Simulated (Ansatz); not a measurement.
Start from La2S3 (space group P-3m1, No. 164; a = 4.622 Å, c = 6.906 Å; a hypothetical phase, not in the database extracts checked). Axes: x lies along a and z along c of the hexagonal cell.

Now apply this change: uniaxial stress, 1 GPa tension along z; all other stress components relax to zero.

Level of theory: Kohn–Sham DFT with the PBEsol functional, run in Ansatz (a quantum-chemistry and plane-wave program) with PAW and 420 eV plane waves, no spin-orbit coupling.

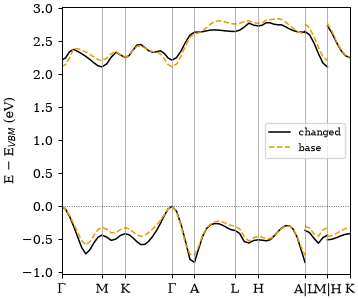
Highest valence and lowest conduction band along the path, each from its own valence-band maximum

Question: From the figure, how large is the changed gap, and is it direct?

Answer: About 2.11 eV, indirect, Γ → M.

Load acts through the strain it causes; cell and atoms are relaxed under it. Stability under load was not tested beyond the relaxation.
